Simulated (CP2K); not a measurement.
# CH5Si (SMILES C[SiH2]) at GFN2-xTB

Aim: the vertical ionisation energy of CH5Si at GFN2-xTB, from 2 runs. 

Program for the calculation: CP2K 2026.2.

2 further runs of the same task are left out: 2 set aside as unsound or not needed. Runs told in other sessions of the task aren't counted.

## 1. The system as given

CH5Si: 7 atoms, total charge 0, spin state doublet. SMILES: `C[SiH2]`. The shape is that of a PBE0-D4/def2-TZVP optimisation.

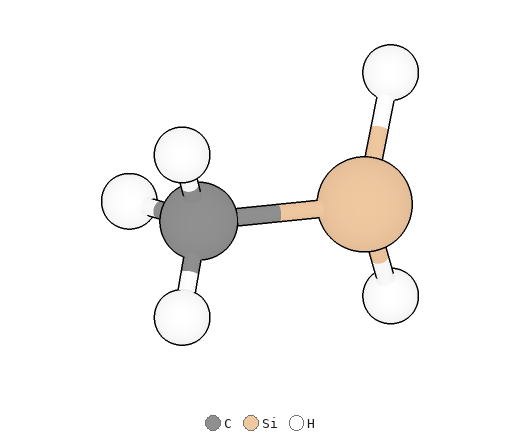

The structure, seen from a chosen angle (carbon grey, silicon light orange, hydrogen white).

## 2. A single-point energy at GFN2-xTB

File molecule.inp:

```
&GLOBAL
  PROJECT_NAME molecule
  RUN_TYPE ENERGY
  PRINT_LEVEL MEDIUM
&END
&FORCE_EVAL
  METHOD Quickstep
  &DFT
    MULTIPLICITY 2
    UKS T
    ! Quickstep
    &QS
      METHOD XTB
      EPS_DEFAULT 1.0E-10
      &XTB
        GFN_TYPE TBLITE
        &TBLITE
          METHOD GFN2
        &END
        CHECK_ATOMIC_CHARGES F
      &END
    &END
    ! no periodic images
    &POISSON
      PERIODIC NONE
      POISSON_SOLVER ANALYTIC
    &END
    &SCF
      SCF_GUESS ATOMIC
      EPS_SCF 1.0E-07
      MAX_SCF 150
      ADDED_MOS 2
      &DIAGONALIZATION
        ALGORITHM STANDARD
      &END
      &MIXING
        METHOD DIRECT_P_MIXING
        ALPHA 0.4
      &END
      &SMEAR ON
        METHOD FERMI_DIRAC
        ELECTRONIC_TEMPERATURE [K] 300
        FIXED_MAGNETIC_MOMENT 1.0
      &END
    &END
    &PRINT
      &MOMENTS
        PERIODIC F
        REFERENCE COM
        MAX_MOMENT 1
      &END
      &MO ON
        ENERGIES T
        OCCUPATION_NUMBERS T
        NDIGITS 6
        &EACH
          QS_SCF 0
        &END
        ADD_LAST NUMERIC
      &END
      &HIRSHFELD OFF
      &END
    &END
  &END
  ! atoms, cell and kinds
  &SUBSYS
    ! box in angstrom
    &CELL
      ABC 12.5 13.2 11.6
      PERIODIC NONE
    &END
    &COORD
      C     -0.122600    -0.803200     0.095200
      Si     0.176200     1.034800     0.314000
      H     -0.204800    -1.054900    -0.966600
      H      0.699200    -1.383300     0.519500
      H     -1.047100    -1.107700     0.589500
      H     -0.951500     1.846400    -0.225700
      H      1.450600     1.468000    -0.326000
    &END
    &TOPOLOGY
      &CENTER_COORDINATES
      &END
    &END
  &END
&END
```

Command:

```console
$ OMP_NUM_THREADS=1 cp2k.psmp molecule.inp > molecule.out
```

The program printed:

```text
CP2K| version string:                                       CP2K version 2026.2
[...]
 GLOBAL| Method name                                                        CP2K
[...]
 GLOBAL| Run type                                                         ENERGY
[...]
                             - Atoms:                                          7
[...]
                             - Spherical basis functions:                     18
[...]
 Number of electrons:                                                          7
[...]
  *** SCF run converged in    14 steps ***
[...]
  Fermi energy:                                                -0.24866655407393
[...]
 TB_DIPOLE| Moment [Debye]          0.09679193       0.42767552       0.69978460
 TB_DIPOLE| Derivative [a.u.]       0.00000000       0.00000000       0.00000000
[...]
 ENERGY| Total FORCE_EVAL ( QS ) energy [hartree]             -6.350667017530816
[...]
```

It took 0.78 s on 1 thread of Intel Xeon 6975P-C (Granite Rapids), shared host; peak memory 0.21 GiB.

## 3. The singlet cation, same level

File run.inp:

```
&GLOBAL
 PROJECT_NAME run
 RUN_TYPE ENERGY
 PRINT_LEVEL MEDIUM
&END GLOBAL
&FORCE_EVAL
 METHOD Quickstep
 &DFT
  CHARGE 1
  MULTIPLICITY 1
  &QS
   METHOD XTB
   EPS_DEFAULT 1.0E-10
   &XTB
    GFN_TYPE TBLITE
    &TBLITE
     METHOD GFN2
    &END TBLITE
    CHECK_ATOMIC_CHARGES F
   &END XTB
  &END QS
  &POISSON
   PERIODIC NONE
   POISSON_SOLVER ANALYTIC
  &END POISSON
  &SCF
   SCF_GUESS ATOMIC
   EPS_SCF 1.0E-07
   MAX_SCF 150
   ADDED_MOS 2
   &DIAGONALIZATION
    ALGORITHM STANDARD
   &END DIAGONALIZATION
   &MIXING
    METHOD DIRECT_P_MIXING
    ALPHA 0.4
   &END MIXING
   &SMEAR ON
    METHOD FERMI_DIRAC
    ELECTRONIC_TEMPERATURE [K] 300
   &END SMEAR
  &END SCF
  &PRINT
   &MOMENTS
    PERIODIC F
    REFERENCE COM
    MAX_MOMENT 1
   &END MOMENTS
   &MO ON
    ENERGIES T
    OCCUPATION_NUMBERS T
    NDIGITS 6
    &EACH
     QS_SCF 0
    &END EACH
    ADD_LAST NUMERIC
   &END MO
   &HIRSHFELD OFF
   &END HIRSHFELD
  &END PRINT
 &END DFT
 &SUBSYS
  &CELL
   ABC [angstrom] 12.5 13.2 11.6
   PERIODIC NONE
  &END CELL
  &COORD
   C     -0.122600    -0.803200     0.095200
   Si     0.176200     1.034800     0.314000
   H     -0.204800    -1.054900    -0.966600
   H      0.699200    -1.383300     0.519500
   H     -1.047100    -1.107700     0.589500
   H     -0.951500     1.846400    -0.225700
   H      1.450600     1.468000    -0.326000
  &END COORD
  &TOPOLOGY
   &CENTER_COORDINATES
   &END CENTER_COORDINATES
  &END TOPOLOGY
 &END SUBSYS
&END FORCE_EVAL
```

Command:

```console
$ OMP_NUM_THREADS=1 cp2k.psmp -i run.inp > run.out 2>&1
```

The program printed:

```text
CP2K| version string:                                       CP2K version 2026.2
[...]
 GLOBAL| Method name                                                        CP2K
[...]
 GLOBAL| Run type                                                         ENERGY
[...]
                             - Atoms:                                          7
[...]
                             - Spherical basis functions:                     18
[...]
 Number of electrons:                                                         12
[...]
  *** SCF run converged in    21 steps ***
[...]
  Fermi energy:                                                -0.56069161627220
[...]
 TB_DIPOLE| Moment [Debye]          0.07076273       0.52009004      -0.27008706
 TB_DIPOLE| Derivative [a.u.]       0.00000000       0.00000000       0.00000000
[...]
 ENERGY| Total FORCE_EVAL ( QS ) energy [hartree]             -5.943956016030673
[...]
```

It took 0.78 s on 1 thread of Intel Xeon 6975P-C (Granite Rapids), shared host; peak memory 0.21 GiB.

## 4. Results

At GFN2-xTB:

| quantity | value |
| --- | --- |
| doublet CH5Si: total energy | -6.35067 Eh |
| doublet CH5Si: dipole moment (from atomic charges alone) | 0.83 D |
| doublet CH5Si: HOMO energy (highest over α and β) | -7.86 eV |
| doublet CH5Si: LUMO energy (lowest over α and β) | -7.14 eV |
| doublet CH5Si: dispersion energy | -7.30 kJ/mol |
| singlet cation: total energy | -5.94396 Eh |
| singlet cation: HOMO energy | -17.66 eV |
| singlet cation: LUMO energy | -14.34 eV |
| singlet cation: HOMO–LUMO gap | 3.32 eV |
| singlet cation: dispersion energy | -4.82 kJ/mol |
| vertical ionisation energy (to the singlet cation) | 11.067 eV |

In words: Removing an electron at fixed nuclei costs 11.07 eV (255 kcal/mol). Only the singlet of the ionised species was computed; a triplet could lie lower. No empirical shift is applied, and without it xTB methods put this difference several eV too high. The dipole (doublet CH5Si) comes from point charges on the atoms alone, without atomic dipoles, so it is partial.
